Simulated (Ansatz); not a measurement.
# Run report: AlHClF3, nudged elastic band

The run: nudged elastic band of AlHClF3. Method and program: RHF/def2-SVP (Ansatz 0.2.0).

It belongs to a series of runs on one base structure; here: band between the two ends.

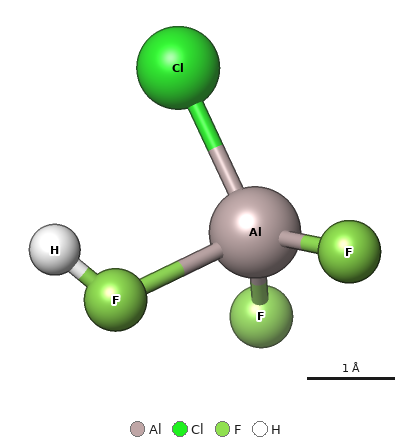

Figure 1. The starting structure (ball-and-stick view, seen at a tilt). Sticks mark near contacts.

Summary

| quantity | value |
| --- | --- |
| outcome | converged |
| barrier, forward | 0.766 eV |
| barrier, backward | 0.646 eV |
| hardware | 1 thread of Intel Xeon @ 2.60GHz (Ice Lake), 24 GiB of memory available, shared host |
| wall time | 43 s |
| peak memory | 0.17 GiB |

Notes

The order of the saddle point was not checked.

The input
```yaml
crystal:
  periodic: [false, false, false]
  atoms:
    - { symbol: Al, position_ang: [0.007519, 0.000157, 0.180633] }
    - { symbol: Cl, position_ang: [-0.004086, 0.614723, 2.195308] }
    - { symbol: F, position_ang: [1.414968, 0.108626, -0.656641] }
    - { symbol: F, position_ang: [-1.409673, 0.0243, -0.646896] }
    - { symbol: F, position_ang: [0.065446, -1.932196, 0.654806] }
    - { symbol: H, position_ang: [0.071125, -2.11181, 1.55359] }
basis:
  gaussian: { orbitals: def2-SVP }
hamiltonian:
  xc: hf
neb:
  order_check: false
  images: 5
  f_tol: 0.05
  max_iterations: 60
  spring: 0.5
  final_atoms:
    - { symbol: Al, position_ang: [0.01860339, -0.43308231, -0.24017187] }
    - { symbol: Cl, position_ang: [0.01508323, -0.06326356, 2.28734576] }
    - { symbol: F, position_ang: [1.40728302, 0.33375749, -0.64961985] }
    - { symbol: F, position_ang: [-1.41519896, 0.25036836, -0.64166505] }
    - { symbol: F, position_ang: [0.06672935, -2.05710657, 0.03111083] }
    - { symbol: H, position_ang: [0.05279897, -1.32687341, 2.49380018] }
  initial_path:
    images:
      - { positions_ang: [[0.007519, 0.000157, 0.180633], [-0.004086, 0.614723, 2.195308], [1.414968, 0.108626, -0.656641], [-1.409673, 0.0243, -0.646896], [0.065446, -1.932196, 0.654806], [0.071125, -2.11181, 1.55359]] }
      - { positions_ang: [[0.00382435, 0.00058071, 0.12095819], [-0.00359777, 0.407792, 2.32407117], [1.42984481, 0.0767008, -0.71905967], [-1.42889749, 0.01450582, -0.71222353], [0.0741039, -1.91694481, 0.64440062], [0.07002119, -1.87883453, 1.62265322]] }
      - { positions_ang: [[0.0001297, 0.00100443, 0.06128338], [-0.00310954, 0.200861, 2.45283434], [1.44472162, 0.0447756, -0.78147834], [-1.44812197, 0.00471165, -0.77755106], [0.08276181, -1.90169361, 0.63399524], [0.06891739, -1.64585906, 1.69171644]] }
      - { positions_ang: [[-0.00356495, 0.00142814, 0.00160857], [-0.00262131, -0.00607001, 2.58159751], [1.45959843, 0.01285039, -0.84389701], [-1.46734646, -0.00508253, -0.84287859], [0.09141971, -1.88644242, 0.62358986], [0.06781358, -1.41288359, 1.76077966]] }
      - { positions_ang: [[0.0038245, -0.14340867, -0.07898491], [0.0032802, -0.02513452, 2.48351359], [1.44215996, 0.11981943, -0.77913796], [-1.44996396, 0.08006777, -0.77580741], [0.08318959, -1.94333047, 0.42609685], [0.06280871, -1.38421353, 2.00511983]] }
      - { positions_ang: [[0.01121394, -0.28824549, -0.15957839], [0.00918172, -0.04419904, 2.38542968], [1.42472149, 0.22678846, -0.7143789], [-1.43258146, 0.16521806, -0.70873623], [0.07495947, -2.00021852, 0.22860384], [0.05780384, -1.35554347, 2.24946]] }
      - { positions_ang: [[0.01860339, -0.43308231, -0.24017187], [0.01508323, -0.06326356, 2.28734576], [1.40728302, 0.33375749, -0.64961985], [-1.41519896, 0.25036836, -0.64166505], [0.06672935, -2.05710657, 0.03111083], [0.05279897, -1.32687341, 2.49380018]] }
```

Command:
```bash
ansatz run input.yaml --threads 1 --pin off --max-ram 2048MiB --backend cpu --events-out ev --progress --plain --runs-dir out
```

What the program printed
```
Engine: ansatz 0.2.0, x86_64-unknown-linux-gnu
Functional definition: HF
  exchange = exact_x
  correlation = 0
805 factors; integrals over basis functions are off by at most 3.4e-4 eV
mean field evaluation 1: about -27211.0436 eV, gradient 4.1e1 eV
mean field evaluation 2: about -27211.0788 eV, gradient 4.1e1 eV
mean field evaluation 4: about -27214.1072 eV, gradient 2.0e0 eV
mean field evaluation 8: about -27214.1293 eV, gradient 1.2e-4 eV
mean field -27214.12933991 eV, -1000.1008068422 hartree, gradient 3.5e-5 eV, S^2 0.000000; 0 other end points of the search recorded, 0 dependent functions left out
the calculation of the forces begins
reference -27214.12933991 eV, -1000.1008068422 hartree; 29, 29 occupied and 54, 54 virtual orbitals, 805 factors
809 factors; integrals over basis functions are off by at most 8.1e-4 eV
mean field evaluation 16: about -27213.9960 eV, gradient 4.4e-1 eV
mean field -27214.00947380 eV, -1000.0964018442 hartree, gradient 3.4e-5 eV, S^2 0.000000; 0 other end points of the search recorded, 0 dependent functions left out
[... from here on the field's lines of each further geometry are left out, up to the last ...]
NEB iter   1: max|band force component| = 3.965e0 eV/Å  barrier→ = 1.9197 eV  barrier← = 1.7998 eV  Δτ_max = 0.2000 Å  (241 SCF iters)
NEB iter   2: max|band force component| = 1.971e0 eV/Å  barrier→ = 0.9151 eV  barrier← = 0.7952 eV  Δτ_max = 0.1912 Å  (156 SCF iters)
NEB iter   3: max|band force component| = 5.703e0 eV/Å  barrier→ = 0.7739 eV  barrier← = 0.6540 eV  Δτ_max = 0.1005 Å  (158 SCF iters)
NEB iter   4: max|band force component| = 5.840e-1 eV/Å  barrier→ = 0.7596 eV  barrier← = 0.6397 eV  Δτ_max = 0.1908 Å  (163 SCF iters)
NEB iter   5: max|band force component| = 4.692e-1 eV/Å  barrier→ = 0.7609 eV  barrier← = 0.6410 eV  CI = image 3  Δτ_max = 0.1084 Å  (154 SCF iters)
NEB iter   6: max|band force component| = 1.126e-1 eV/Å  barrier→ = 0.7667 eV  barrier← = 0.6468 eV  CI = image 3  Δτ_max = 0.0076 Å  (163 SCF iters)
the calculation of the forces begins
reference -27213.95896877 eV, -1000.0945458183 hartree; 29, 29 occupied and 54, 54 virtual orbitals, 807 factors
807 factors; integrals over basis functions are off by at most 9.2e-4 eV
mean field -27213.36348760 eV, -1000.0726622890 hartree, gradient 6.4e-5 eV, S^2 0.000000; 1 other end points of the search recorded, 0 dependent functions left out
the calculation of the forces begins
reference -27213.36348760 eV, -1000.0726622890 hartree; 29, 29 occupied and 54, 54 virtual orbitals, 807 factors
NEB iter   7: max|band force component| = 3.129e-2 eV/Å  barrier→ = 0.7659 eV  barrier← = 0.6460 eV  CI = image 3  Δτ_max = 0.0000 Å  (362 SCF iters)
```

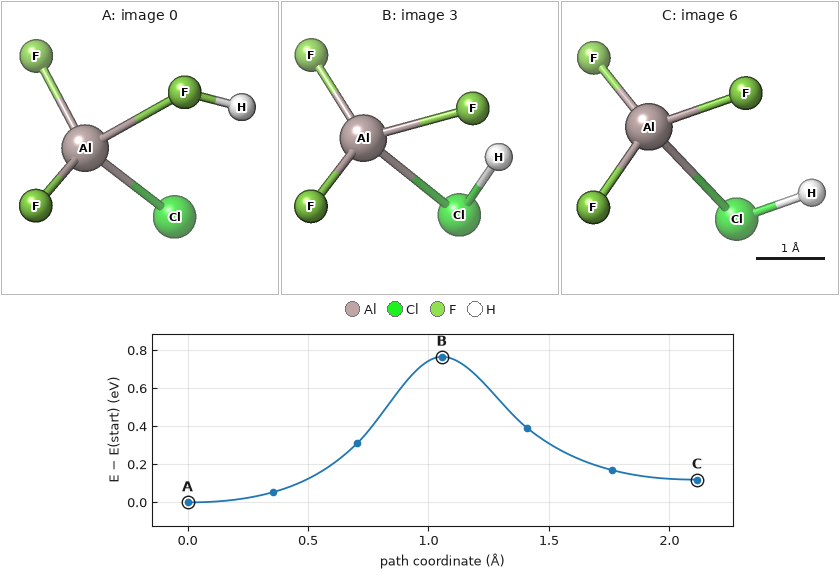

Figure 2. Images of the last band (counted from 0; ball-and-stick, seen at a tilt) above the energy along the path; the line is a cubic interpolation that uses the forces. The highest image is number 3, 0.766 eV above the start and 0.646 eV above the end (the climbing image); the end lies 0.120 eV above the start. The path is 2.11 Å long. The band converged in 7 iterations.

```
Total energy: -27213.36348760 eV, -1000.0726622890 hartree
Atom 0 at     0.014321    -0.289578    -0.012494 Å, force     0.005210    -0.006914     0.020877 eV/Å
Atom 1 at     0.014515     0.045413     2.279299 Å, force     0.001293     0.008481    -0.009989 eV/Å
Atom 2 at     1.429706     0.155908    -0.697696 Å, force     0.002452     0.008451    -0.000584 eV/Å
Atom 3 at    -1.427654     0.082348    -0.685851 Å, force    -0.004913     0.004233    -0.000542 eV/Å
Atom 4 at     0.062441    -1.929400     0.658140 Å, force    -0.001853    -0.022906    -0.006940 eV/Å
Atom 5 at     0.051969    -1.360890     1.739401 Å, force    -0.002190     0.008655    -0.002821 eV/Å
Dipole moment:     0.005984    -0.188939     0.394989 e Å
this run last wrote the band of iteration 7 to [file]
```

The last band as extended XYZ (Å, eV, eV/Å)
```
6
Properties=species:S:1:pos:R:3:forces:R:3 image=0 energy=-27214.12934
Al    0.0075    0.0002    0.1806   -0.0013   0.0039  -0.0229
Cl   -0.0041    0.6147    2.1953   -0.0002   0.0038   0.0055
F     1.4150    0.1086   -0.6566    0.0042  -0.0027   0.0100
F    -1.4097    0.0243   -0.6469   -0.0037  -0.0015   0.0097
F     0.0654   -1.9322    0.6548    0.0005  -0.0038  -0.0001
H     0.0711   -2.1118    1.5536    0.0005   0.0003  -0.0023
6
Properties=species:S:1:pos:R:3:forces:R:3 image=1 energy=-27214.07615
Al    0.0087   -0.0564    0.1360   -0.0055   0.1034   0.0557
Cl    0.0021    0.3965    2.2182   -0.0052   0.2070  -0.0288
F     1.4175    0.1242   -0.6822   -0.0022  -0.0229   0.0130
F    -1.4136    0.0421   -0.6731    0.0046  -0.0221   0.0127
F     0.0646   -1.9474    0.6812    0.0021  -0.0101  -0.0299
H     0.0660   -1.8552    1.6008    0.0062  -0.2554  -0.0228
6
Properties=species:S:1:pos:R:3:forces:R:3 image=2 energy=-27213.81758
Al    0.0109   -0.1566    0.0752   -0.0117   0.5014   0.3244
Cl    0.0082    0.1971    2.2459   -0.0158   0.6024  -0.1398
F     1.4236    0.1396   -0.6962   -0.0162  -0.0949  -0.0055
F    -1.4213    0.0623   -0.6858    0.0198  -0.0964  -0.0074
F     0.0645   -1.9418    0.7198    0.0045  -0.0702   0.2565
H     0.0593   -1.5968    1.6219    0.0195  -0.8423  -0.4282
6
Properties=species:S:1:pos:R:3:forces:R:3 image=3 energy=-27213.36349
Al    0.0143   -0.2896   -0.0125    0.0052  -0.0069   0.0209
Cl    0.0145    0.0454    2.2793    0.0013   0.0085  -0.0100
F     1.4297    0.1559   -0.6977    0.0025   0.0085  -0.0006
F    -1.4277    0.0823   -0.6859   -0.0049   0.0042  -0.0005
F     0.0624   -1.9294    0.6581   -0.0019  -0.0229  -0.0069
H     0.0520   -1.3609    1.7394   -0.0022   0.0087  -0.0028
6
Properties=species:S:1:pos:R:3:forces:R:3 image=4 energy=-27213.73684
Al    0.0168   -0.3752   -0.1033    0.0105  -0.3059  -0.2833
Cl    0.0144   -0.0262    2.3177    0.0059  -0.0862   0.0553
F     1.4285    0.2207   -0.6747   -0.0047   0.1029   0.0186
F    -1.4286    0.1449   -0.6642   -0.0031   0.1002   0.0170
F     0.0630   -1.9681    0.4450   -0.0006  -0.1044  -0.5354
H     0.0512   -1.2923    1.9604   -0.0080   0.2934   0.7278
6
Properties=species:S:1:pos:R:3:forces:R:3 image=5 energy=-27213.95897
Al    0.0171   -0.4125   -0.1810    0.0148  -0.0739  -0.0871
Cl    0.0120   -0.0430    2.3106    0.0013   0.0134  -0.0075
F     1.4167    0.2883   -0.6616   -0.0069   0.0372  -0.0021
F    -1.4214    0.2108   -0.6524   -0.0013   0.0305  -0.0038
F     0.0670   -2.0154    0.2412   -0.0080  -0.0160  -0.1643
H     0.0539   -1.3243    2.2239    0.0001   0.0088   0.2647
6
Properties=species:S:1:pos:R:3:forces:R:3 image=6 energy=-27214.00947
Al    0.0186   -0.4331   -0.2402   -0.0010  -0.0022  -0.0104
Cl    0.0151   -0.0633    2.2873    0.0003  -0.0094   0.0018
F     1.4073    0.3338   -0.6496    0.0076   0.0089   0.0000
F    -1.4152    0.2504   -0.6417   -0.0083   0.0099  -0.0001
F     0.0667   -2.0571    0.0311    0.0018  -0.0151   0.0095
H     0.0528   -1.3269    2.4938   -0.0003   0.0079  -0.0009
```
